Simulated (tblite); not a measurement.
Geometry relaxation of C4H10F2Si2 (part 1 of 4)

System: C4H10F2Si2.
Method: GFN2-xTB geometry optimisation, gas phase (tblite 0.8.0).

It belongs to a series of runs on one base structure; here: constitutional isomer.

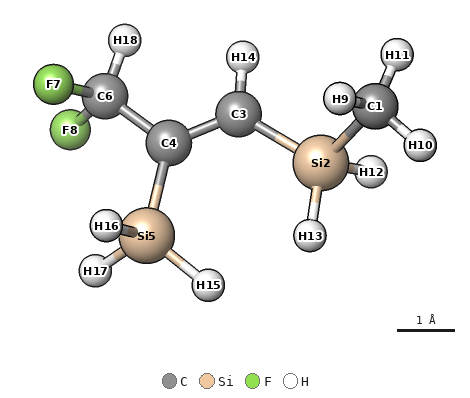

**Figure 1.** The input geometry (ball-and-stick view, seen at a tilt; atoms are numbered from 1 in the order of the input). Bond lengths as drawn: C–C 1.35 to 1.51 Å, C–F 1.36 to 1.38 Å, C–H 1.09 to 1.12 Å, C–Si 1.80 to 1.89 Å and H–Si 1.43 to 1.49 Å.

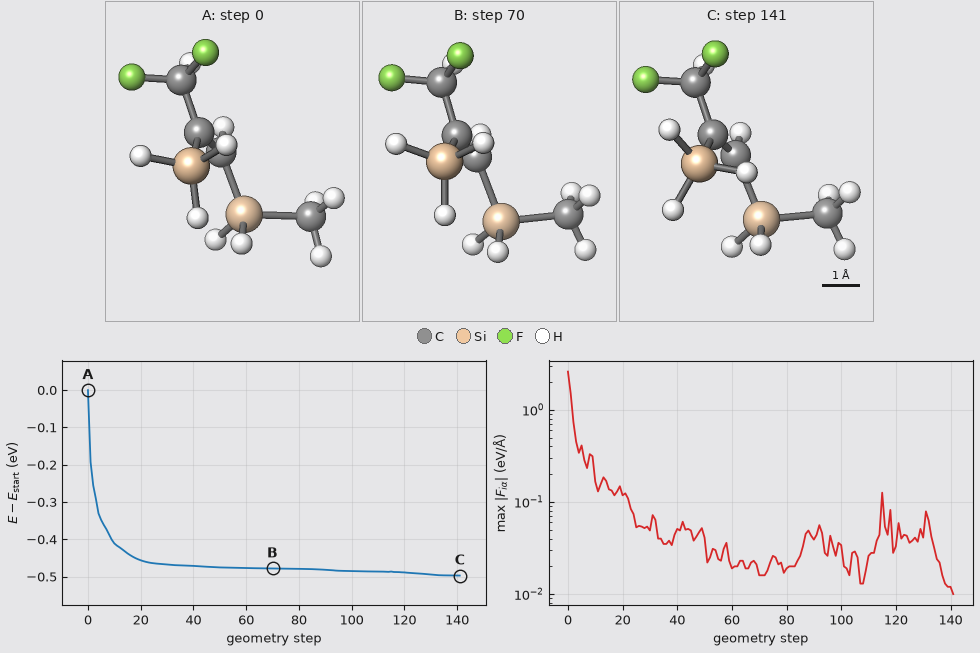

**Figure 2.** Frames of the relaxation (ball-and-stick view, seen at a tilt) above the curves, on which the letters mark them (steps are counted from 0).

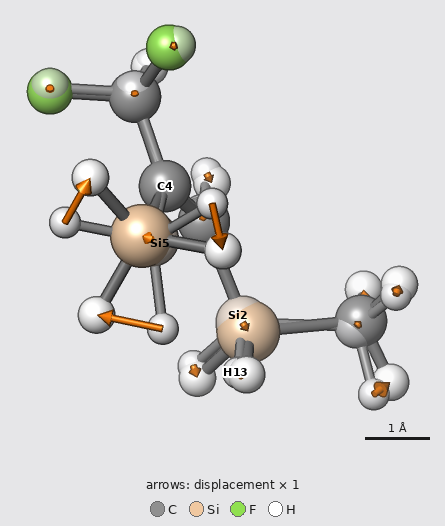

**Figure 3.** Start (faint) and end (solid) with the displacements as orange arrows, at true length (ball-and-stick view, seen at a tilt). The two geometries are laid on each other by the best rigid fit. H15 moves most after the best rigid fit: 1.08 Å. Largest moves by element: H 1.08 Å, Si 0.21 Å, F 0.13 Å, C 0.12 Å. Distances before and after: Si2–C3 1.804 → 1.887 Å, C4–Si5 1.823 → 1.898 Å, Si5–H15 1.426 → 1.464 Å, C1–H10 1.116 → 1.086 Å. Among the angles that change: C4–Si5–H15 116.5° → 107.8°, Si2–C1–H10 104.0° → 111.1°, H9–C1–H11 114.3° → 107.5°. Over 141 geometry steps the energy falls by 0.497 eV. The largest force component goes from 2.6 to 0.01 eV/Å. (Atoms are counted from 1 in the order of the input.)

The input and output of the run follow.

## Input
```
{"job": {"kind": "relax", "xc": "GFN2-xTB", "basis": "xTB"}, "charge": 0, "multiplicity": 1}
C      2.919500     0.394500     0.742400
Si     1.597700    -0.022500    -0.549000
C      0.029900     0.803200    -0.208400
C     -1.158900     0.177400    -0.121000
Si    -1.353200    -1.628300    -0.283200
C     -2.396400     0.991500     0.160100
F     -2.963500     0.571000     1.347600
F     -3.312200     0.878100    -0.841200
H      2.590500     0.006700     1.722500
H      3.781200    -0.258700     0.466500
H      3.172000     1.452300     0.741300
H      2.096400     0.514300    -1.831100
H      1.576800    -1.454800    -0.647400
H     -0.017800     1.898000    -0.082600
H     -0.253600    -2.339300    -0.848500
H     -1.644600    -2.182600     1.071600
H     -2.527600    -1.847700    -1.149000
H     -2.144900     2.053300     0.297800
```

The first line tells a small driver script what to run in tblite; the rest is the geometry in Å.

Command:
```bash
OMP_NUM_THREADS=1 python <driver script> task.json out
```

## Log
```
step      E/eV     max force
  0    -721.96832    2.827
  1    -722.16103    1.762
  2    -722.22355    0.748
  3    -722.25910    0.462
  4    -722.29868    0.352
  5    -722.31604    0.415
  6    -722.32933    0.288
  7    -722.34099    0.265
  8    -722.35497    0.333
  9    -722.36880    0.316
 10    -722.37902    0.202
 11    -722.38501    0.156
 12    -722.38969    0.170
 13    -722.39488    0.189
 14    -722.40047    0.172
 15    -722.40577    0.179
 16    -722.41045    0.173
 17    -722.41468    0.152
 18    -722.41842    0.144
 19    -722.42155    0.167
 20    -722.42426    0.130
 21    -722.42659    0.124
 22    -722.42852    0.109
 23    -722.43014    0.102
 24    -722.43143    0.091
 25    -722.43240    0.068
 26    -722.43315    0.056
 27    -722.43376    0.056
 28    -722.43433    0.052
 29    -722.43494    0.068
 30    -722.43559    0.065
 31    -722.43626    0.074
 32    -722.43685    0.067
 33    -722.43733    0.043
 34    -722.43767    0.049
 35    -722.43792    0.050
 36    -722.43814    0.038
 37    -722.43837    0.042
 38    -722.43864    0.042
 39    -722.43895    0.052
 40    -722.43930    0.061
 41    -722.43969    0.053
 42    -722.44016    0.064
 43    -722.44068    0.053
 44    -722.44118    0.060
 45    -722.44156    0.051
 46    -722.44187    0.048
 47    -722.44221    0.048
 48    -722.44266    0.053
 49    -722.44310    0.061
 50    -722.44341    0.051
 51    -722.44359    0.032
 52    -722.44376    0.034
 53    -722.44398    0.038
 54    -722.44420    0.033
 55    -722.44437    0.026
 56    -722.44451    0.026
 57    -722.44469    0.034
 58    -722.44491    0.039
 59    -722.44510    0.028
 60    -722.44522    0.023
 61    -722.44530    0.022
 62    -722.44538    0.025
 63    -722.44550    0.026
 64    -722.44562    0.024
 65    -722.44572    0.022
 66    -722.44581    0.021
 67    -722.44592    0.026
 68    -722.44604    0.027
 69    -722.44615    0.025
 70    -722.44625    0.022
 71    -722.44633    0.024
 72    -722.44641    0.024
 73    -722.44650    0.021
 74    -722.44661    0.023
 75    -722.44673    0.027
 76    -722.44688    0.029
 77    -722.44701    0.026
 78    -722.44711    0.023
 79    -722.44720    0.017
 80    -722.44728    0.020
 81    -722.44737    0.022
 82    -722.44747    0.023
 83    -722.44759    0.022
 84    -722.44777    0.028
 85    -722.44800    0.032
 86    -722.44826    0.033
 87    -722.44857    0.045
 88    -722.44892    0.049
 89    -722.44929    0.049
 90    -722.44969    0.043
 91    -722.45011    0.045
 92    -722.45055    0.061
 93    -722.45114    0.048
 94    -722.45187    0.034
 95    -722.45228    0.034
 96    -722.45239    0.048
 97    -722.45272    0.033
 98    -722.45291    0.027
 99    -722.45334    0.041
100    -722.45349    0.040
101    -722.45365    0.027
102    -722.45373    0.023
103    -722.45381    0.019
104    -722.45391    0.032
105    -722.45403    0.035
106    -722.45414    0.032
107    -722.45421    0.014
108    -722.45426    0.016
109    -722.45431    0.022
110    -722.45438    0.028
111    -722.45450    0.030
112    -722.45469    0.029
113    -722.45496    0.040
114    -722.45529    0.045
115    -722.45446    0.134
116    -722.45565    0.054
117    -722.45581    0.044
118    -722.45596    0.087
119    -722.45652    0.038
120    -722.45675    0.045
121    -722.45751    0.086
122    -722.45793    0.058
123    -722.45843    0.046
124    -722.45906    0.047
125    -722.45949    0.043
126    -722.45992    0.049
127    -722.46049    0.051
128    -722.46113    0.046
129    -722.46172    0.056
130    -722.46231    0.045
131    -722.46285    0.083
132    -722.46362    0.064
133    -722.46424    0.042
134    -722.46454    0.036
135    -722.46466    0.028
136    -722.46477    0.024
137    -722.46500    0.021
138    -722.46506    0.018
139    -722.46513    0.016
140    -722.46517    0.012
141    -722.46522    0.010
```

## Trajectory as extended XYZ (Å, eV, eV/Å), 45 of the 142 frames kept, from step=0 to step=141
```
18
Properties=species:S:1:pos:R:3:forces:R:3 step=0 energy=-721.96832
C     2.9195    0.3945    0.7424    0.1250  -1.2030   0.0470
Si    1.5977   -0.0225   -0.5490    2.1330   0.0740  -0.6700
C     0.0299    0.8032   -0.2084   -2.5940   1.0020   0.5080
C    -1.1589    0.1774   -0.1210    0.8210   1.6050   0.0140
Si   -1.3532   -1.6283   -0.2832   -1.6770  -1.6890   0.4460
C    -2.3964    0.9915    0.1601    0.4540  -0.2920   0.3410
F    -2.9635    0.5710    1.3476   -0.0910   0.1250  -0.7550
F    -3.3122    0.8781   -0.8412    0.0760  -0.0350   0.5400
H     2.5905    0.0067    1.7225    0.2530   0.6730  -0.2830
H     3.7812   -0.2587    0.4665   -0.3260   0.9410   0.2740
H     3.1720    1.4523    0.7413    0.1430  -0.3950   0.3060
H     2.0964    0.5143   -1.8311   -0.0970  -0.0090  -0.0490
H     1.5768   -1.4548   -0.6474    0.0550  -0.4540  -0.0180
H    -0.0178    1.8980   -0.0826    0.3500  -0.3920  -0.0750
H    -0.2536   -2.3393   -0.8485    0.3730  -0.3040  -0.2920
H    -1.6446   -2.1826    1.0716    0.1150   0.1940  -0.3470
H    -2.5276   -1.8477   -1.1490    0.1260   0.0210   0.0960
H    -2.1449    2.0533    0.2978   -0.2390   0.1360  -0.0830
18
Properties=species:S:1:pos:R:3:forces:R:3 step=3 energy=-722.25910
C     2.9239    0.3689    0.7444   -0.0370  -0.0270  -0.0190
Si    1.6431   -0.0116   -0.5708   -0.1060  -0.0510  -0.1460
C     0.0036    0.8269   -0.2016   -0.0900  -0.2470  -0.0460
C    -1.1626    0.1909   -0.1199    0.4500  -0.0830  -0.0280
Si   -1.4050   -1.6747   -0.2696   -0.0290  -0.0660  -0.0990
C    -2.3828    0.9923    0.1713    0.0260   0.0580  -0.0200
F    -2.9718    0.5722    1.3214   -0.2200  -0.0660  -0.0140
F    -3.3101    0.8749   -0.8182   -0.0680  -0.0390   0.1440
H     2.5987    0.0330    1.7199    0.0120   0.1980   0.1980
H     3.7845   -0.2263    0.4774    0.4170   0.1610   0.1150
H     3.1774    1.4245    0.7565    0.1250  -0.1490   0.2090
H     2.0964    0.5183   -1.8435    0.0950   0.1420  -0.3650
H     1.5803   -1.4705   -0.6487    0.0820   0.0710  -0.0320
H    -0.0042    1.9044   -0.0827    0.1360   0.1130   0.0160
H    -0.2469   -2.3487   -0.8576   -0.2340   0.0070   0.0140
H    -1.6429   -2.1789    1.0673   -0.0810  -0.1090   0.2800
H    -2.5333   -1.8495   -1.1517   -0.3580  -0.1020  -0.1960
H    -2.1570    2.0603    0.2944   -0.1180   0.1880  -0.0100
18
Properties=species:S:1:pos:R:3:forces:R:3 step=6 energy=-722.32933
C     2.9281    0.3548    0.7448    0.1540   0.0860   0.0540
Si    1.6541   -0.0080   -0.6005    0.2000   0.0240  -0.0560
C     0.0129    0.8220   -0.2078    0.0780   0.0160  -0.0550
C    -1.1469    0.1790   -0.1182   -0.1360   0.0930   0.0560
Si   -1.4382   -1.6971   -0.2716   -0.1320   0.1700   0.0360
C    -2.3742    0.9964    0.1764   -0.0840  -0.0630   0.0200
F    -2.9966    0.5661    1.3088    0.0690   0.0070   0.0900
F    -3.3160    0.8684   -0.7964    0.0240  -0.0220  -0.1450
H     2.6034    0.0647    1.7398   -0.0070  -0.0780  -0.0510
H     3.8323   -0.1933    0.4993    0.0660  -0.0150   0.1520
H     3.1943    1.4016    0.7869    0.0230   0.1960   0.0110
H     2.1062    0.5354   -1.8886    0.0020   0.0100  -0.0280
H     1.5921   -1.4691   -0.6553    0.0510   0.0740  -0.0920
H     0.0175    1.9116   -0.0816    0.0420  -0.2840  -0.0240
H    -0.2732   -2.3542   -0.8610   -0.1940  -0.0340  -0.0030
H    -1.6523   -2.1886    1.0930   -0.0730  -0.0040  -0.0650
H    -2.5761   -1.8625   -1.1720   -0.0740  -0.0420   0.0690
H    -2.1761    2.0792    0.2923   -0.0080  -0.1330   0.0300
18
Properties=species:S:1:pos:R:3:forces:R:3 step=10 energy=-722.37902
C     2.9661    0.3726    0.7554   -0.0190   0.1190  -0.0410
Si    1.7068    0.0045   -0.6274   -0.0230   0.0420   0.1400
C     0.0295    0.7918   -0.2266   -0.0430  -0.1480   0.0490
C    -1.1502    0.1833   -0.1097    0.0630  -0.1660  -0.0970
Si   -1.4937   -1.6774   -0.2665   -0.0370  -0.1530   0.0030
C    -2.3851    0.9888    0.1823    0.0960   0.0340  -0.0240
F    -3.0015    0.5607    1.3197    0.0270  -0.0280  -0.0790
F    -3.3119    0.8554   -0.8099    0.0760  -0.0440   0.0810
H     2.6055    0.0702    1.7385   -0.0030  -0.0130  -0.1420
H     3.8890   -0.1694    0.5577   -0.0540   0.0580   0.0510
H     3.2143    1.4297    0.8145   -0.0030  -0.0190  -0.0100
H     2.1173    0.5534   -1.9325    0.0290   0.0100   0.1090
H     1.6164   -1.4511   -0.6873    0.0580  -0.0330  -0.0900
H     0.0479    1.8679   -0.0854    0.0330   0.1320  -0.0150
H    -0.3498   -2.3642   -0.8632   -0.0670   0.0150  -0.0170
H    -1.6829   -2.1955    1.0955   -0.1080   0.0650  -0.0980
H    -2.6320   -1.8814   -1.1664   -0.0300   0.0650   0.1530
H    -2.1945    2.0669    0.2995    0.0040   0.0640   0.0250
18
Properties=species:S:1:pos:R:3:forces:R:3 step=13 energy=-722.39488
C     2.9766    0.3905    0.7537   -0.0380  -0.0580  -0.0200
Si    1.7210    0.0106   -0.6211   -0.0880  -0.1010  -0.0630
C     0.0331    0.7734   -0.2253    0.0640   0.1500   0.0490
C    -1.1481    0.1686   -0.1169    0.0350   0.0570   0.0210
Si   -1.5145   -1.6860   -0.2655    0.0510   0.0100  -0.0440
C    -2.3760    0.9873    0.1811    0.0610  -0.0540  -0.0180
F    -2.9967    0.5553    1.3148    0.0460  -0.0380  -0.0140
F    -3.3014    0.8463   -0.8077   -0.0050   0.0080  -0.0190
H     2.6039    0.0690    1.7212   -0.0660   0.0410   0.0580
H     3.8995   -0.1552    0.5814    0.0320   0.0510  -0.0660
H     3.2203    1.4436    0.8210    0.0110   0.0900   0.0100
H     2.1242    0.5600   -1.9283    0.0330   0.0320   0.1080
H     1.6326   -1.4478   -0.7097    0.0640   0.0190  -0.0410
H     0.0598    1.8595   -0.0896   -0.0390  -0.1400  -0.0170
H    -0.3805   -2.3674   -0.8676    0.0730  -0.0630  -0.0720
H    -1.7086   -2.1906    1.0867   -0.1210  -0.0290   0.1330
H    -2.6567   -1.8789   -1.1447   -0.1850   0.0360   0.0130
H    -2.1972    2.0682    0.3049    0.0710  -0.0090  -0.0170
18
Properties=species:S:1:pos:R:3:forces:R:3 step=16 energy=-722.41045
C     2.9831    0.4074    0.7503   -0.0090  -0.0030   0.0720
Si    1.7272    0.0061   -0.6210    0.1210   0.0020  -0.0170
C     0.0451    0.7614   -0.2183    0.0020  -0.0680  -0.0500
C    -1.1366    0.1564   -0.1227   -0.0240   0.0340   0.0690
Si   -1.5352   -1.6974   -0.2686   -0.0380   0.0550   0.0410
C    -2.3581    0.9808    0.1772   -0.0840  -0.0120   0.0010
F    -2.9836    0.5422    1.3059    0.0720  -0.0280   0.0560
F    -3.2884    0.8369   -0.8067    0.0040   0.0540  -0.0850
H     2.5927    0.0768    1.7090   -0.0090   0.0790   0.0800
H     3.9168   -0.1282    0.5987   -0.0290   0.0320  -0.1030
H     3.2266    1.4653    0.8305   -0.1000  -0.0750  -0.0340
H     2.1390    0.5749   -1.9094    0.0430   0.0790  -0.0270
H     1.6622   -1.4453   -0.7433    0.0260  -0.0940  -0.0050
H     0.0689    1.8411   -0.0951   -0.0300   0.0800   0.0510
H    -0.4067   -2.3815   -0.8845    0.0160  -0.0500  -0.0330
H    -1.7583   -2.1877    1.0936   -0.0310   0.0050  -0.0150
H    -2.7142   -1.8693   -1.1149   -0.0280   0.0440   0.0450
H    -2.1892    2.0664    0.3075    0.0990  -0.1330  -0.0490
18
Properties=species:S:1:pos:R:3:forces:R:3 step=19 energy=-722.42155
C     2.9834    0.4150    0.7563   -0.0450  -0.0150   0.0040
Si    1.7425    0.0001   -0.6233   -0.0290   0.0110  -0.0030
C     0.0533    0.7515   -0.2189   -0.0250  -0.0230  -0.0290
C    -1.1309    0.1507   -0.1191    0.0360  -0.1100  -0.0590
Si   -1.5496   -1.6990   -0.2674    0.0030  -0.0540   0.0020
C    -2.3536    0.9717    0.1739    0.0570  -0.0330  -0.0010
F    -2.9660    0.5296    1.3074   -0.0400   0.0070  -0.0090
F    -3.2797    0.8385   -0.8166    0.0130   0.0200   0.0370
H     2.5842    0.0924    1.7141    0.0700   0.0220   0.0630
H     3.9229   -0.1069    0.5946   -0.0380  -0.0060   0.0050
H     3.2162    1.4737    0.8309   -0.0920  -0.0030  -0.0360
H     2.1554    0.5963   -1.8985    0.0430   0.0600  -0.0440
H     1.6862   -1.4546   -0.7657    0.0220  -0.0030   0.0110
H     0.0701    1.8340   -0.0923    0.0190  -0.0020   0.0240
H    -0.4236   -2.3962   -0.8987   -0.1480   0.0440   0.0640
H    -1.7956   -2.1853    1.0970    0.0340   0.0150  -0.0780
H    -2.7552   -1.8554   -1.0882    0.0850   0.0470   0.0540
H    -2.1687    2.0502    0.3027    0.0340   0.0200  -0.0050
```
